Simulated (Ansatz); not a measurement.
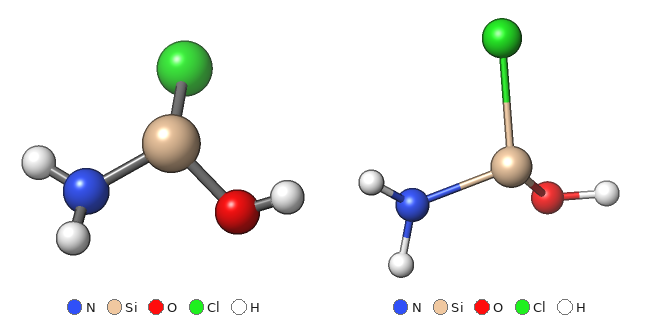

Both panels show the same species.

Charge 0, doublet. The computed structure is the end point of a PBE0-D4/def2-TZVP optimisation.

Describe the molecule.

Formula ClH₃NOSi. SMILES: `N[Si](O)Cl`. It has no ring. Among its groups: Si–O bond, Si–N bond. The point group is C1. It is an open-shell species. Coordination, clear cases only: 1 Si trigonal pyramidal; 1 O bent.

More results for the same structure follow; atom numbers are the same in all pictures, views and colours differ.

### Electronic properties

Level of theory: UKS PBE0-D4/def2-TZVP (Ansatz 0.2.0).

What does the calculation give?

- dipole moment: 1.98 D
- ⟨S²⟩ of the determinant: 0.752
- harmonic zero-point energy: 109.9 kJ/mol
- dispersion correction: −13.0 kJ/mol

### Charges

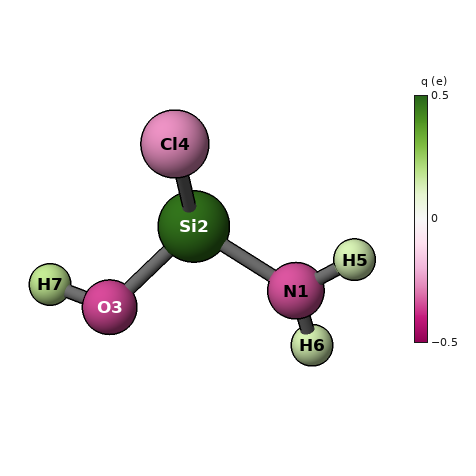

Atoms are coloured by their Mulliken charges. Level of theory: UKS B3LYP-D4/def2-TZVPP (Ansatz 0.2.0).

Give the Mulliken charges atom by atom.

```csv
atom,value (e)
N1,−0.34
Si2,0.47
O3,−0.35
Cl4,−0.26
H5,0.14
H6,0.15
H7,0.19
```

### Vibrations

Harmonic vibrations computed with UKS PBE0-D4/def2-TZVP (Ansatz 0.2.0) at a stationary point of the same level.

How many vibrational modes are there, and where do they lie?

15 modes: 149, 207, 291, 298, 345, 360, 508, 783, 827, 871, 936, 1566, 3605, 3709, 3914 cm⁻¹.

Mulliken values depend strongly on the basis set and can even reverse the polarity of a bond.
